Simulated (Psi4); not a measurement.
**CHFO (formyl fluoride): OMP2/def2-TZVPP (density fitting for correlation)**

What is the vertical ionisation energy of CHFO (formyl fluoride) at OMP2/def2-TZVPP (density fitting for correlation)? 

The calculation is run with Psi4 1.11.

1 further run of the same task is left out (set aside as unsound or not needed).

### Step 1. Starting point

The species is CHFO (4 atoms), meant as a singlet with charge 0. SMILES: `O=CF`. The coordinates come from a PBE0-D4/def2-TZVP relaxation.

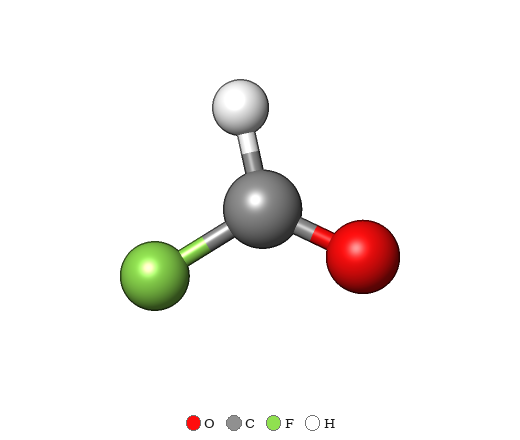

Viewed from a chosen angle; oxygen red, carbon grey, fluorine green, hydrogen white.

### Step 2. The energy at OMP2/def2-TZVPP (density fitting for correlation)

input.json

```json
{
  "schema_name": "qcschema_input",
  "schema_version": 1,
  "molecule": {
    "schema_name": "qcschema_molecule",
    "schema_version": 2,
    "symbols": ["O", "C", "F", "H"],
    "geometry": [-1.68060903, 0.3801751, 1.5642019, -0.08768329, 0.12759431, 0.04085588, 1.10586773, -2.06322188, -0.34359, 0.6624246, 1.55547137, -1.26148667],
    "molecular_charge": 0,
    "molecular_multiplicity": 1,
    "fix_symmetry": "c1"
  },
  "driver": "energy",
  "model": {
    "method": "omp2",
    "basis": "def2-TZVPP"
  },
  "keywords": {
    "puream": true,
    "e_convergence": 1e-09,
    "d_convergence": 1e-08,
    "scf_type": "pk",
    "num_frozen_docc": 3
  }
}
```

Run with:

```sh
$ psi4 --qcschema input.json -n 1 --memory 2200MB
```

stdout (excerpt; [...] marks lines left out):

```text
[...]
  Running in c1 symmetry.
[...]
  Nuclear repulsion =   67.665503844173571
[...]
  Multiplicity = 1
[...]
  Nalpha       = 12
  Nbeta        = 12
[...]
    Number of basis functions: 107
[...]
   @RHF iter   1:  -212.75593026619512   -6.54887e-01   4.53747e-03 ADIIS/DIIS
[...]
   @RHF iter  12:  -212.84395904710641   -2.33058e-12   2.89936e-09 DIIS
[...]
    Orbital Energies [Eh]
    ---------------------
    Doubly Occupied:
       1A    -26.343930     2A    -20.598431     3A    -11.433355
       4A     -1.673029     5A     -1.450005     6A     -0.913355
       7A     -0.796716     8A     -0.733374     9A     -0.731378
      10A     -0.641103    11A     -0.559395    12A     -0.513090
[...]
  @RHF Final Energy:  -212.84395904710641
   => Energetics <=
    Nuclear Repulsion Energy =             67.6655038441735712
    One-Electron Energy =                -428.2446103293306692
    Two-Electron Energy =                 147.7351474380507170
    Total Energy =                       -212.8439590471064093
[...]
 Multipole Moments:
 ------------------------------------------------------------------------------------
     Multipole            Electronic (a.u.)      Nuclear  (a.u.)        Total (a.u.)
 ------------------------------------------------------------------------------------
 L = 1.  Multiply by 2.5417464519 to convert [e a0] to [Debye]
 Dipole X            :          0.7194608           -0.2277781            0.4916827
 Dipole Y            :         -1.3262457            1.8022228            0.4759771
 Dipole Z            :         -0.2296023           -0.4500990           -0.6797013
 Magnitude           :                                                    0.9645206
[...]
	Warning: cc_lambda option is changed to TRUE
	For this residual convergence, default PCG convergence is:     1.00e-07
[...]
	DF-MP2 Total Energy (a.u.)         :  -213.47782615599073
[...]
	DF-MP2 Total Energy (a.u.)         :  -213.48949839979255
[...]
	DF-OMP2 Total Energy (a.u.)        :  -213.48949839977814
[...]
```

The result, in JSON:

```text
{
 "driver": "energy",
 "model": {
  "method": "omp2",
  "basis": "def2-TZVPP"
 },
 "success": true,
 "return_result": -213.48949839977814,
 "properties": {
  "calcinfo_nbasis": 107,
  "calcinfo_nmo": 107,
  "calcinfo_nalpha": 12,
  "calcinfo_nbeta": 12,
  "calcinfo_natom": 4,
  "nuclear_repulsion_energy": 67.66550384417357,
  "return_energy": -213.48949839977814,
  "scf_one_electron_energy": -428.24461032933067,
  "scf_two_electron_energy": 147.73514743805072,
  "scf_dipole_moment": [0.4916826875621665, 0.4759770827126384, -0.6797012940049343],
  "scf_total_energy": -212.8439590471064,
  "scf_iterations": 12,
  "mp2_singles_energy": 0.0,
  "mp2_doubles_energy": -0.6338671088843122,
  "mp2_correlation_energy": -0.6338671088843171,
  "mp2_total_energy": -213.47782615599073
 }
}
```

It took 31 s on 1 thread of AMD EPYC 7R43 (Zen 3), shared host; peak memory 0.43 GiB.

### Step 3. The doublet cation

job.py

```python
import psi4

psi4.set_memory(2200000000)
psi4.set_num_threads(1)
psi4.core.set_output_file('psi4.out', False)

mol = psi4.geometry("""
1 2
O     -0.889340     0.201180     0.827740
C     -0.046400     0.067520     0.021620
F      0.585200    -1.091810    -0.181820
H      0.350540     0.823120    -0.667550
symmetry c1
""")

psi4.set_options({
    'basis': 'def2-TZVPP',
    'reference': 'uhf',
    'puream': True,
    'e_convergence': 1e-09,
    'd_convergence': 1e-08,
    'scf_type': 'pk',
    'num_frozen_docc': 3,
    'maxiter': 100,
})

e_tot = psi4.energy('omp2', molecule=mol)
print(f'omp2 energy: {e_tot:.10f} Eh')
```

Run with:

```sh
$ python job.py
```

psi4.out (excerpt; [...] marks lines left out):

```text
[...]
  Running in c1 symmetry.
[...]
  Nuclear repulsion =   67.665503781209736
[...]
  Multiplicity = 2
[...]
  Nalpha       = 12
  Nbeta        = 11
[...]
    Number of basis functions: 107
[...]
   @UHF iter   1:  -212.26581796209672   -1.64774e-01   4.32415e-03 DIIS/ADIIS
[...]
   @UHF iter  19:  -212.43558754406621   -1.52340e-11   6.61321e-09 DIIS
[...]
   @S^2 Observed:                7.706518852E-01
[...]
  @UHF Final Energy:  -212.43558754406621
   => Energetics <=
    Nuclear Repulsion Energy =             67.6655037812097362
    One-Electron Energy =                -419.5312497217429950
    Two-Electron Energy =                 139.4301583964670499
    Total Energy =                       -212.4355875440662089
  UHF NO Occupations:
  HONO-2 :   10  A 1.9969980
  HONO-1 :   11  A 1.9952798
[...]
 Multipole Moments:
 ------------------------------------------------------------------------------------
     Multipole            Electronic (a.u.)      Nuclear  (a.u.)        Total (a.u.)
 ------------------------------------------------------------------------------------
 L = 1.  Multiply by 2.5417464519 to convert [e a0] to [Debye]
 Dipole X            :          0.1430878           -0.2277781           -0.0846904
 Dipole Y            :         -0.6257478            1.8022228            1.1764750
 Dipole Z            :          0.0912366           -0.4500990           -0.3588624
 Magnitude           :                                                    1.2329023
[...]
	Warning: cc_lambda option is changed to TRUE
	For this residual convergence, default PCG convergence is:     1.00e-07
[...]
	DF-SCS-MP2 Total Energy (a.u.)     :  -212.98988257627622
	DF-SOS-MP2 Total Energy (a.u.)     :  -212.98424237549918
[...]
	DF-SCS-OMP2 Total Energy (a.u.)    :  -213.00309689626820
	DF-SOS-OMP2 Total Energy (a.u.)    :  -212.95000803732333
	DF-SCS(N)-OMP2 Total Energy (a.u.) :  -212.68888283388065
[...]
	DF-OMP2 Total Energy (a.u.)        :  -213.01903555271750
[...]
```

Standard output:

```text
omp2 energy: -213.0190355527 Eh
```

Run time: 85 s. Hardware: 1 thread of AMD EPYC 7R43 (Zen 3), shared host; peak memory 0.43 GiB.

### Step 4. Outcome

At OMP2/def2-TZVPP (density fitting for correlation), 3 core orbitals frozen:

```
                                                                  quantity          value
                                                singlet CHFO: total energy  -213.48950 Eh
                         singlet CHFO: HOMO energy (Hartree–Fock orbitals)      -13.96 eV
                         singlet CHFO: LUMO energy (Hartree–Fock orbitals)        3.49 eV
                       singlet CHFO: HOMO–LUMO gap (Hartree–Fock orbitals)       17.46 eV
                 singlet CHFO: correlation energy (3 core orbitals frozen)     -645.5 mEh
                                              doublet cation: total energy  -213.01904 Eh
doublet cation: HOMO energy (Hartree–Fock orbitals) (highest over α and β)      -25.50 eV
 doublet cation: LUMO energy (Hartree–Fock orbitals) (lowest over α and β)       -8.74 eV
               doublet cation: correlation energy (3 core orbitals frozen)     -583.4 mEh
                         doublet cation: ⟨S²⟩ of the reference determinant          0.771
                        vertical ionisation energy (to the doublet cation)      12.802 eV
```

What this shows: Removing an electron at fixed nuclei costs 12.80 eV (295 kcal/mol).
